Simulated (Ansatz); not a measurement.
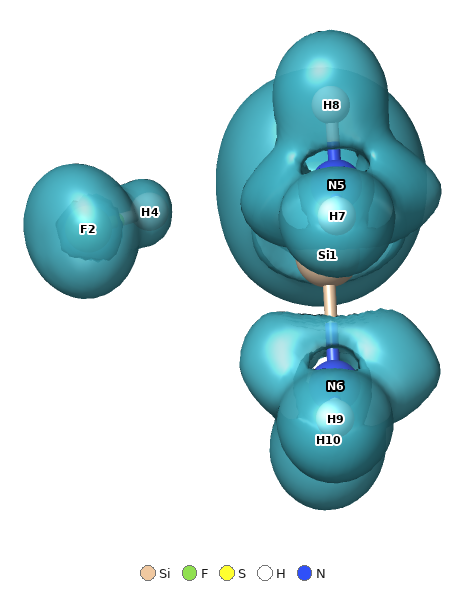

*H4N2SSi···HF. Isosurface of the ELF at 0.75 (cyan), seen at an oblique angle. Only the valence region is drawn (cores and ρ < 0.01 e/Å³ removed).*

The product side of a reaction path; geometry: PBE0-D4/def2-TZVP.

All numbers below come from Ansatz 0.2.0, RKS PBE0-D4/def2-TZVPP.

```yaml
atoms:
  - { symbol: Si, position_ang: [-0.3329, 0.0492, 0.4545] }
  - { symbol: F, position_ang: [2.5635, -0.9273, -0.0504] }
  - { symbol: S, position_ang: [0.4427, -0.5058, 2.1659] }
  - { symbol: H, position_ang: [2.0834, -0.8819, 0.7609] }
  - { symbol: N, position_ang: [-0.2861, 1.6033, -0.1636] }
  - { symbol: N, position_ang: [-1.2051, -0.9422, -0.5729] }
  - { symbol: H, position_ang: [-0.6319, 1.8862, -1.0644] }
  - { symbol: H, position_ang: [0.2280, 2.3231, 0.3155] }
  - { symbol: H, position_ang: [-1.5576, -0.6826, -1.4781] }
  - { symbol: H, position_ang: [-1.3038, -1.9220, -0.3674] }
```

**Where are the electrons localised?**

The surface consists of one region on S in which the atom's valence shell and bonds are merged, one joined region spread over several atoms (F, H), in which their bonds and any lone pairs are merged and two joined regions spread over several atoms (H, N), in which their bonds and any lone pairs are merged.

Values along the shortest contacts:
S3···H4 (2.19 Å): the ELF dips to about 0.20 between them: by its geometry a hydrogen bond between the two molecules, with no shared pair. Si–N (1.67 Å): the ELF peaks at about 0.90 between the atoms: a short, strongly polar bond.
